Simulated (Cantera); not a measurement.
Feed: 1 mol PbO, 5.3 mol C, 9.3 mol N₂, equilibrated at 18.0 Torr.

Equilibrium computed with Cantera from the NASA thermochemical tables; the gas is ideal and each condensed phase is pure. Candidate condensed phases: C, Pb, PbO, PbO₂, Pb₃O₄; 27 gas species. Kinetics and transport are ignored.

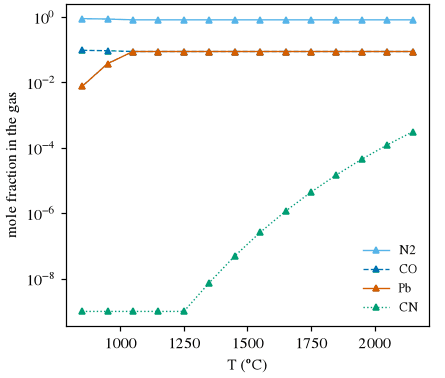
Equilibrium gas composition (values under 1e-9 drawn at 1e-9)

From 850 °C to 950 °C the condensed part is C(graphite) + Pb(l). From 1050 °C to 2150 °C the condensed part is C(graphite). The main Pb-bearing gas is Pb throughout.
